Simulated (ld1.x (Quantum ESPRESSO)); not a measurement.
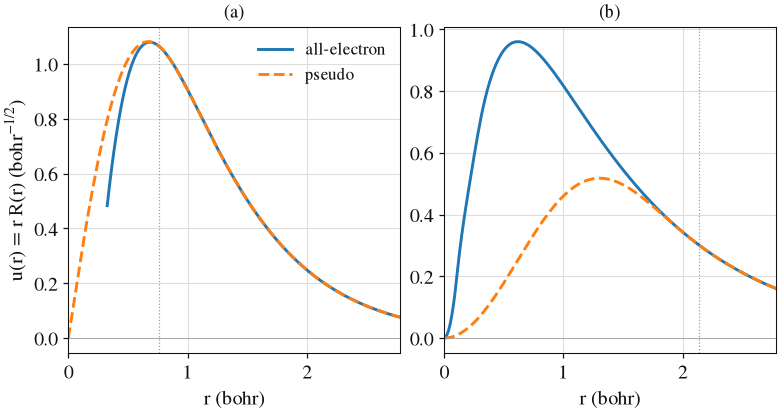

Pseudo-waves (dashed) against the all-electron radial functions (solid). Dotted lines mark the matching radii. The all-electron curves start outside the innermost oscillations, which aren't drawn.

ld1.x (Quantum ESPRESSO) 7.5, LDA (PZ), scalar-relativistic. The levels are (a) -36.11 eV, (b) -13.53 eV.

Q: Which element and which shells are these?

A: Neon (Ne), core [He], valence 2s2 2p6 (neutral): (a) 2s, (b) 2p.

Q: Are the pseudo-waves norm-conserving?

A: No. It is a PAW set: the norm inside the radius is free, and the augmentation charge carries the difference.
